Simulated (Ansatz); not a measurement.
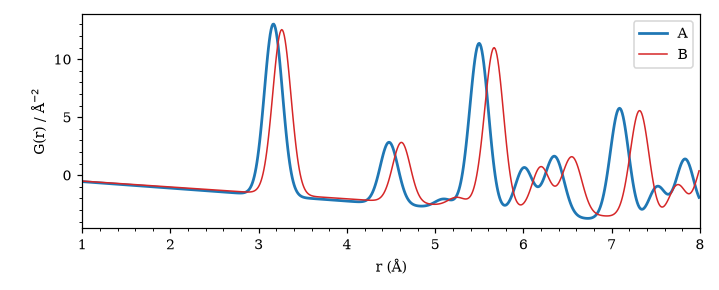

Simulated X-ray pair distribution function, G(r) = R(r)/r − 4πρ₀r, summed over the atomic distances of the structure with each pair weighted by the product of the atomic numbers (X-ray weights at Q = 0); every distance is a Gaussian of σ = 0.10 Å. No termination ripples are included. Both curves are of Sc in space group P6_3/mmc, for two cells of different size. A: coordinates from a relaxation with DFT, LDA (PW92), plane waves (420 eV) with PAW, scalar-relativistic (Ansatz); the starting structure was generated, so it need not be a known form of this composition; B: the input geometry of an electronic-structure calculation (not necessarily at equilibrium); the starting structure was generated, so it need not be a known form of this composition.

Which cell is the larger, and by how much?

Cell B is larger: the volume of B is 9.6 % above that of A (22.48 and 24.63 Å³ per atom), a mean linear change of 3.1 %. The shortest distance is 3.145 Å in A and 3.241 Å in B.

Give both cells.

Cell A: a = 3.191 Å, b = 3.191 Å, c = 10.196 Å, α = 90.00°, β = 90.00°, γ = 120.00°
Cell B: a = 3.291 Å, b = 3.291 Å, c = 10.502 Å, α = 90.00°, β = 90.00°, γ = 120.00°
